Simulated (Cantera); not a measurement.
Charge: 1 mol Pb, 0.17 mol CO2, 130 mol H2, at 1648.15 K.

Method: chemical equilibrium by Gibbs-energy minimisation in Cantera with the NASA 1993 tables (ideal gas, pure condensed phases). Candidate condensed phases: C, C6H6, C7H8, C8H18, H2O, Pb, PbO, PbO2, Pb3O4; 113 gas species. The numbers say what is thermodynamically allowed, not how fast it happens.

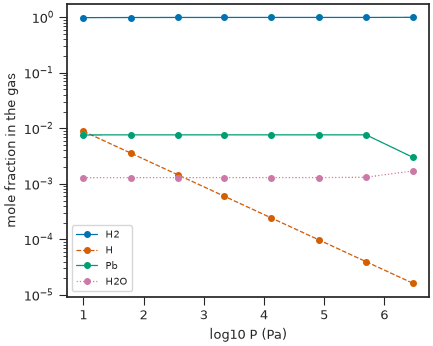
Figure: Equilibrium gas composition (values under 1e-9 drawn at 1e-9)

From 10.0 Pa to 500000 Pa nothing is condensed. At 3000000 Pa the condensed part is Pb(l). The main Pb-bearing gas is Pb throughout.
